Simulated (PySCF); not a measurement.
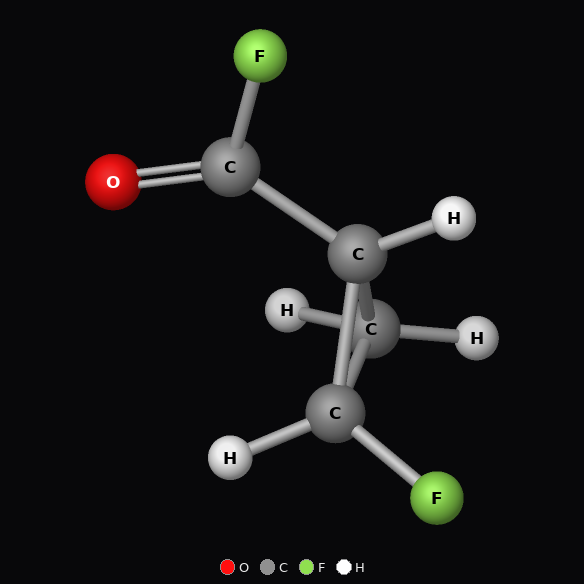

The picture shows a molecular structure as a ball-and-stick model. Multiple sticks mark multiple bonds (one Kekulé form).

Computed geometry: GFN2-xTB optimisation. No frequency run is at hand to confirm it as a minimum.

**Give the formula.**

C₄H₄F₂O, 11 atoms: 4 carbon, 4 hydrogen, 2 fluorine and 1 oxygen.

**What is the point group of this geometry?**

C1.

**Name some functional groups or characteristic bonds that it holds.**

Among them: C–F bond.

**What is its SMILES?**

O=C(F)[C@@H]1C[C@H]1F

**Does it have rings?**

Independent rings (smallest set): 1 of 3 members.

More results for the same structure follow; atom numbers are the same in all pictures, views and colours differ.

### Shape

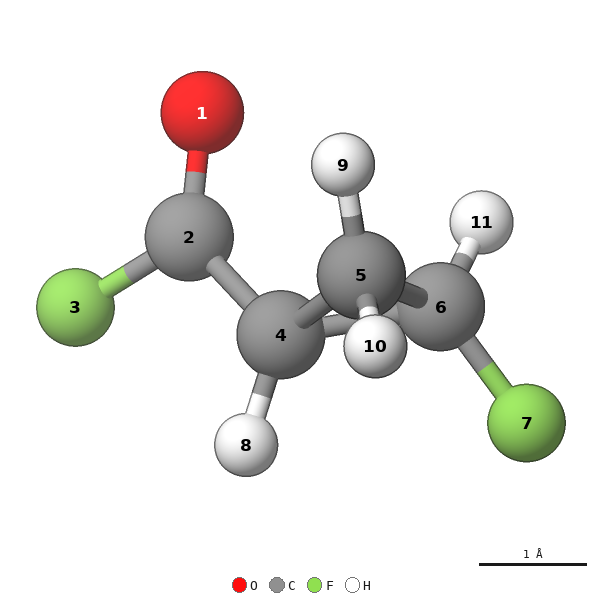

Numbered structure. No frequency run is at hand to confirm it as a minimum.

Which atoms are bonded, and how long are the bonds?

| bond | length (Å) | order |
| --- | --- | --- |
| O1–C2 | 1.182 | double |
| C2–F3 | 1.363 | single |
| C2–C4 | 1.465 | single |
| C4–C5 | 1.520 | single |
| C4–C6 | 1.517 | single |
| C4–H8 | 1.082 | single |
| C5–C6 | 1.478 | single |
| C5–H9 | 1.079 | single |
| C5–H10 | 1.079 | single |
| C6–F7 | 1.353 | single |
| C6–H11 | 1.083 | single |

### Dipole moment

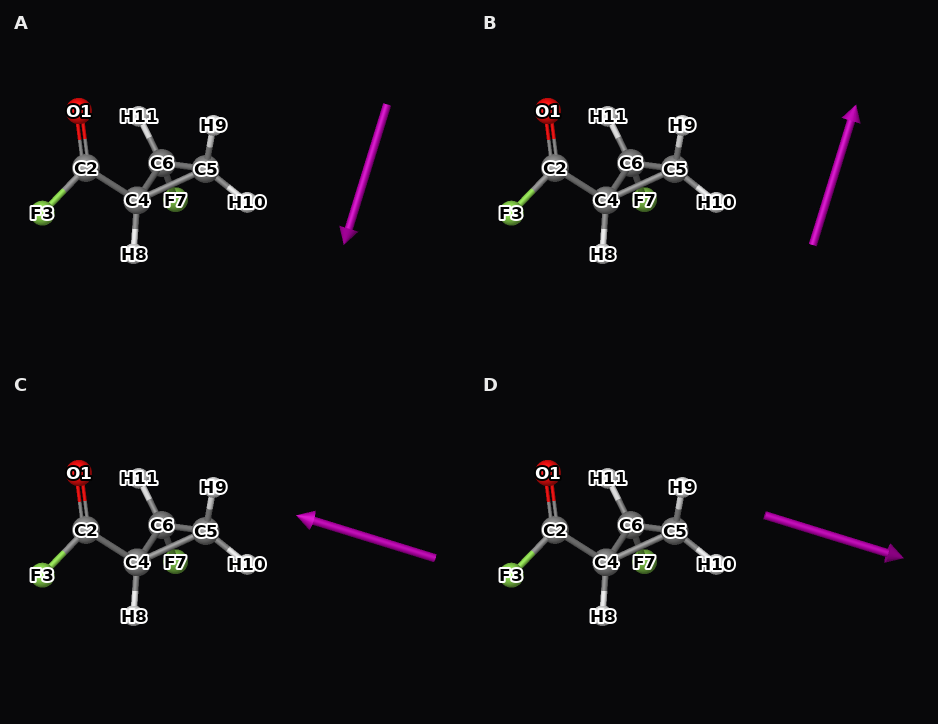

The same molecule four times, each with an arrow. No frequency run is at hand to confirm it as a minimum. Level of theory: CAM-B3LYP/def2-SVPD, gas phase (PySCF 2.14.0).

**Which arrow points along the dipole moment, from the negative to the positive end?**

D. The dipole moment is 2.31 D; it points from the side of O1, F3 to the side of H10 (the outermost atoms at the two ends).

### Excitation

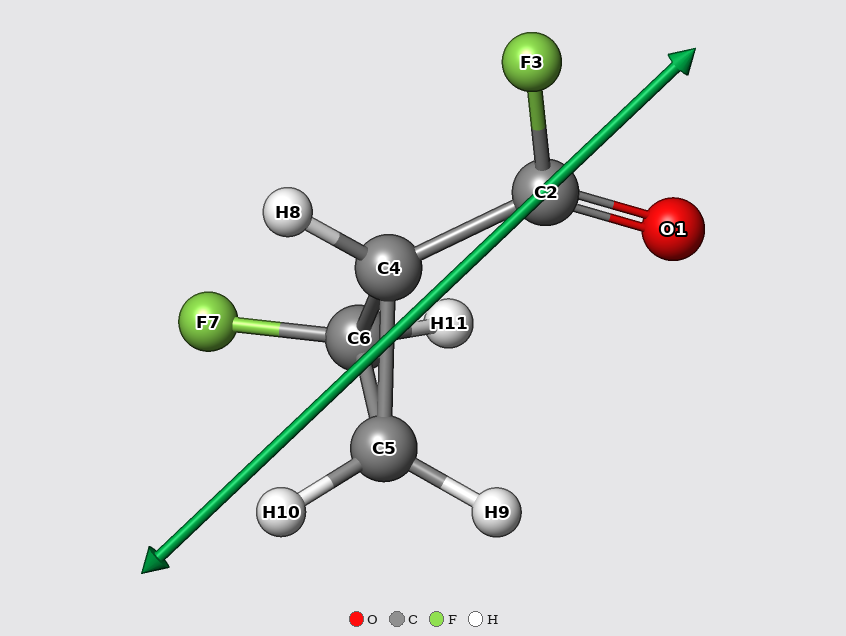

The double arrow shows the direction of the transition dipole to excited singlet state 3 (its length means nothing). No frequency run is at hand to confirm it as a minimum. Level of theory: TDDFT CAM-B3LYP/def2-SVPD, vertical, gas phase, core orbitals frozen in the response (PySCF 2.14.0).

**Give its energy, strength and character.**

7.91 eV (157 nm), oscillator strength 0.15, mainly HOMO−2 → LUMO (weight 0.88); transition dipole 2.27 D.

### Polarisability

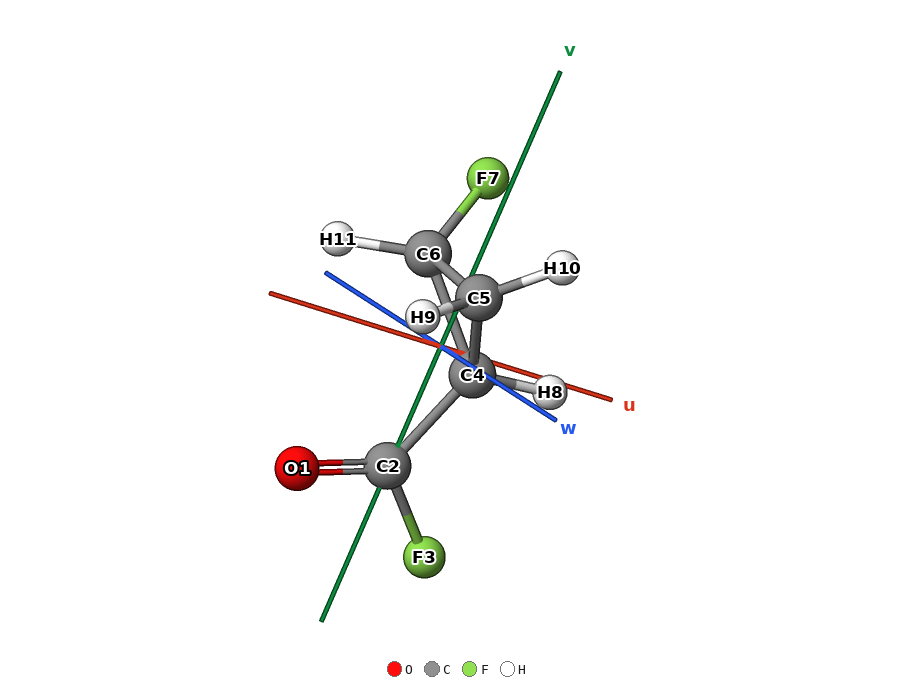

The lines u, v and w are the principal axes of the static dipole polarisability. No frequency run is at hand to confirm it as a minimum. Level of theory: CAM-B3LYP/def2-SVPD (PySCF 2.14.0).

**Along which axis is the molecule most polarisable, and along which least?**

Most along v (close to the long direction F3···F7), least along w (nearly parallel to the C5–C6 bond).

**Give the three principal values.**

u 48.1, v 56.8, w 42.9 bohr³; mean 49.3, anisotropy 12.1 bohr³.
